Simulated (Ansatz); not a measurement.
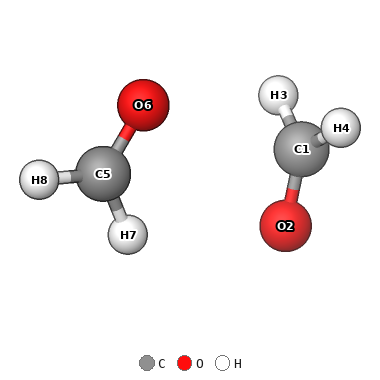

The system is the pair CH₂O···CH₂O; the picture shows the reference structure. 
- The turn is about an axis along (−0.77, −0.64, 0.02) in the frame of the relaxed pair, normal to the line between the partners.
- The first coordinate is: distance O6···C1; the second: turn of C1, O2, H3, H4 about its own atom C1.
- Grid: 15 × 15 points. At 8 points there is no value.
- Points are written as (first, second).
- Energies: kJ/mol, counted from the two partners far apart, frozen as in the relaxed pair, each in its own basis (no counterpoise correction).
- Energies and slopes of some neighbouring points disagree (a jump in structure or state, or too coarse a mesh).
- Method: RHF/def2-SVPD (Ansatz 0.2.0).

Its coordinates:

```yaml
atoms:
  - { symbol: C, position_ang: [-0.0056, -0.0488, -1.7012] }
  - { symbol: O, position_ang: [0.7388, -0.9354, -1.4566] }
  - { symbol: H, position_ang: [-1.0876, -0.2080, -1.8043] }
  - { symbol: H, position_ang: [0.3438, 0.9828, -1.8444] }
  - { symbol: C, position_ang: [0.0071, 0.0472, 1.7053] }
  - { symbol: O, position_ang: [-0.6293, 0.7905, 1.0393] }
  - { symbol: H, position_ang: [0.6421, -0.7300, 1.2587] }
  - { symbol: H, position_ang: [-0.0093, 0.1018, 2.8033] }
```

Range: distance O6···C1 from 2.464 to 3.864 Å; turn of C1, O2, H3, H4 about its own atom C1 from −180 to 156°.

> What landscape does the calculation give?

The lowest grid point is at (3.103 Å, 12°), −12 kJ/mol from the two partners far apart, frozen as in the relaxed pair, each in its own basis (no counterpoise correction). The highest grid point, (2.706 Å, 108°), lies 648 kJ/mol above the lowest. At the highest point the unbonded atoms O2···O6 come to 1.55 Å, against 3.26 Å at the lowest; the sum of their van der Waals radii is about 3.0 Å.

```
second ↓, first →  2.464  2.499  2.556  2.626  2.706  2.795  2.891  2.994  3.103  3.218  3.338  3.463  3.592  3.726  3.864
              156    126    114     97     80     65     52     41     32     25     20     17     14     12     10      9
              132    421    384    329    270    215    166    126     94     70     51     38     29     22     18     14
              108      –      –      –      –    636    476    346    244    170    116     79     54     37     26     19
               84      –      –      –      –    546    407    294    206    140     94     62     40     26     17     11
               60    474    423    349    274    207    150    105     70     45     28     16      8      3      0     −1
               36    131    114     90     67     46     29     16      7      1     −3     −6     −7     −7     −7     −7
               12      9      5      1     −4     −7    −10    −11    −12    −12    −12    −12    −11    −10     −9     −8
              −12     −3     −5     −7     −9    −11    −12    −12    −12    −12    −12    −11    −10     −9     −8     −8
              −36     14     10      6      1     −2     −5     −7     −8     −9     −9     −8     −8     −8     −7     −6
              −60     33     28     21     13      7      2     −1     −4     −5     −6     −6     −6     −6     −6     −5
              −84     42     36     27     19     12      6      2     −1     −3     −4     −5     −5     −5     −5     −4
             −108     35     30     23     16     10      5      2     −1     −2     −3     −4     −4     −4     −3     −3
             −132     21     18     14      9      6      3      1     −1     −2     −2     −2     −2     −2     −2     −2
             −156     19     17     13     10      7      5      4      2      2      1      1      1      1      1      1
             −180     43     39     33     28     22     18     15     12     10      8      7      6      5      5      4
```

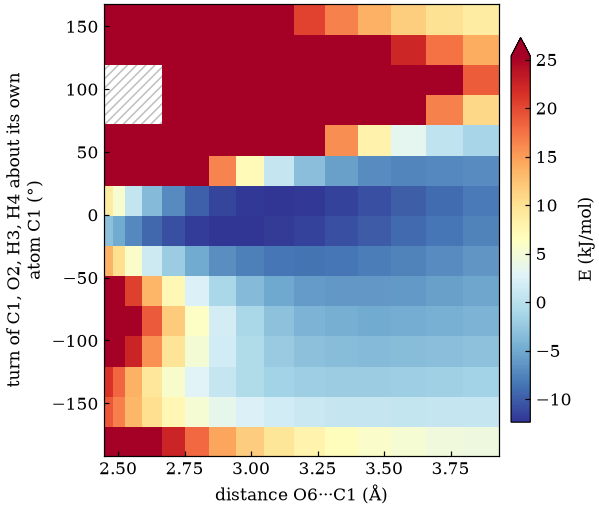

The picture shows one coloured cell a grid point, one colour for all values above the top of the scale, hatched blanks where no value was computed.

Each point was launched as `ansatz run input.yaml --threads 1 --pin off --max-ram 2560MiB --backend cpu --events-out ev --progress --plain --runs-dir out`. Time for the 217 points that were run: 8.4 min on 1 thread of Arm Neoverse V2, with other jobs on the host.
